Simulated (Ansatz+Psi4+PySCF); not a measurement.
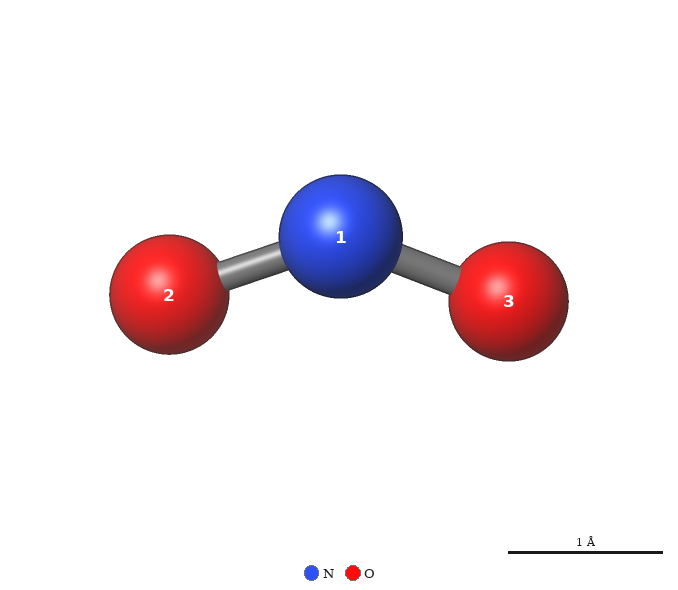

Figure made from data computed with Ansatz+Psi4+PySCF.

Orthographic view. Atoms fade into the background with distance from the viewer. State: neutral, doublet. Geometry: a fixed input geometry, not necessarily a minimum.

Give the geometry as a Z-matrix, atoms in numerical order, with these reference atoms: 2 to 1; 3 to 1, 2.

```
N  
O    1   1.210
O    1   1.190   2   134.0
```
